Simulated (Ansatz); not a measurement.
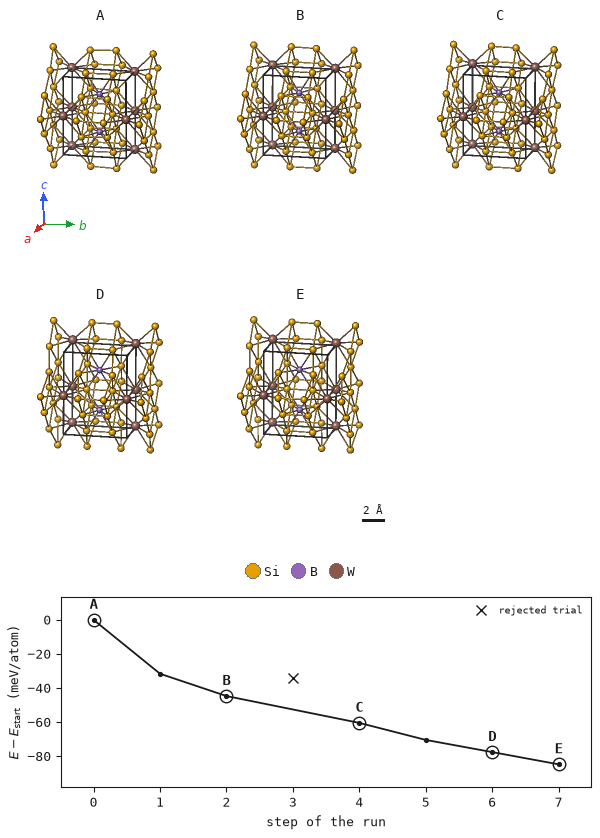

Frames of a relaxation of crystalline Si$_{4}$BW (a generated structure, set up in P1) (coarse preliminary run), marked on the history of the run. A ball-and-stick model of the cell of the calculation, seen slightly off an axis.

Method: DFT PBE, scalar-relativistic, plane waves, PAW (Ansatz 0.2.0).

The input:
```yaml
crystal:
  lattice:
    - [-3.7303167332, -0.0230112612, 0.0039459756]
    - [0.0061641053, 0.0274310927, -5.8876743585]
    - [-0.0460225224, -7.3263199364, 0.0351202381]
  atoms:
    - { symbol: Si, position: [0.4920556417, 0.2872556293, 1.0016004308] }
    - { symbol: Si, position: [0.506730128, 0.2818117351, 0.5027660523] }
    - { symbol: Si, position: [0.9926424027, 0.7027238126, 0.7415994292] }
    - { symbol: Si, position: [1.0168418483, 0.7033569662, 0.2564887413] }
    - { symbol: Si, position: [0.5032254936, 0.7132697171, 0.4958251155] }
    - { symbol: Si, position: [0.4914622408, 0.722302221, 1.0085891873] }
    - { symbol: Si, position: [0.991213058, 0.2891351027, 0.7511397962] }
    - { symbol: Si, position: [-0.0051877997, 0.2885216369, 0.2394083034] }
    - { symbol: B, position: [0.4996619786, 0.5089990442, 0.7419697889] }
    - { symbol: B, position: [0.5043699731, 0.5082011401, 0.2607665915] }
    - { symbol: W, position: [1.012665308, -0.0048072276, 1.0037184893] }
    - { symbol: W, position: [0.994319727, -0.0007697775, 0.4961280742] }
basis:
  ecutwfc: 420
kpoints:
  mp_grid: { grid: [6, 4, 4] }
hamiltonian:
  xc: pbe
scf:
  occupations: { method: gaussian, width: 0.2 }
  lower_state_search: "off"
output:
  forces: true
  stress: true
  eigenvalues: true
relax:
  adjacent_minimum: "off"
  f_tol: 0.025
  max_steps: 60
  cell: { stress_tol: 0.25 }
```

Launched with:
```bash
ansatz run input.yaml --threads 1 --pin off --max-ram 2560MiB --backend cpu --events-out ev --progress --plain --runs-dir out
```

Question: Describe the path.

Answer: The run was cut off at its time limit before the relaxation converged, so the last structure is only a point on the way. Over 6 accepted moves (7 points after the start) the energy falls by 84.8 meV per atom. The largest force component goes from 1.2 to 0.3 eV/Å. Pressure: 7.21 GPa at the start and 0.02 GPa at the end. The line search rejected the trial step at point 3 of the run. The largest move relative to the cell is that of Si3, 0.45 Å roughly along +b. Largest moves by element: Si 0.45 Å, W 0.22 Å, B 0.16 Å. The drawn cell changes as follows: a 3.730 → 3.642 Å (−2.4 %), b 5.888 → 5.949 Å (+1.0 %), c 7.327 → 7.761 Å (+5.9 %), α 90.5° → 90.1°, β 89.3° → 91.3°, γ 90.1° → 89.9°; the volume changes by +4.5 %. Near-neighbour distances that change, for instance: Si3–Si7 2.437 → 3.260 Å, Si3–Si7 (another image) 3.453 → 2.689 Å, Si3–B9 2.211 → 2.560 Å, Si7–B9 2.295 → 2.554 Å. Bond angles that change, for instance: Si3–B9–Si7 67.0° → 88.5°, Si6–B9–Si7 106.6° → 115.0°, Si1–B9–Si2 108.2° → 114.9°. The space group stays P1 (No. 1). From step 0 to 2: Si8 moves most (0.10 Å), volume +4.7 %, energy −44.7 meV per atom. From step 2 to 4: Si3 moves most (0.10 Å), volume +0.3 %, energy −15.8 meV per atom. From step 4 to 6: Si3 moves most (0.25 Å), volume −0.3 %, energy −17.1 meV per atom. From step 6 to 7: B9 moves most (0.05 Å), volume −0.3 %, energy −7.2 meV per atom.

| step | E − E(0), meV/atom | largest force component, eV/Å | pressure, GPa | volume, Å³/atom | note |
| --- | --- | --- | --- | --- | --- |
| 0 | 0.00 | 1.2283 | 7.21 | 13.408 |  |
| 1 | -31.60 | 0.5296 | 0.78 | 13.874 |  |
| 2 | -44.69 | 0.6731 | -0.37 | 14.042 |  |
| 3 | -34.11 | 1.6914 | -0.96 | 14.353 | rejected |
| 4 | -60.45 | 0.5419 | -0.49 | 14.090 |  |
| 5 | -70.43 | 0.4400 | -0.18 | 14.094 |  |
| 6 | -77.58 | 0.4279 | -0.25 | 14.052 |  |
| 7 | -84.76 | 0.3041 | 0.02 | 14.009 |  |
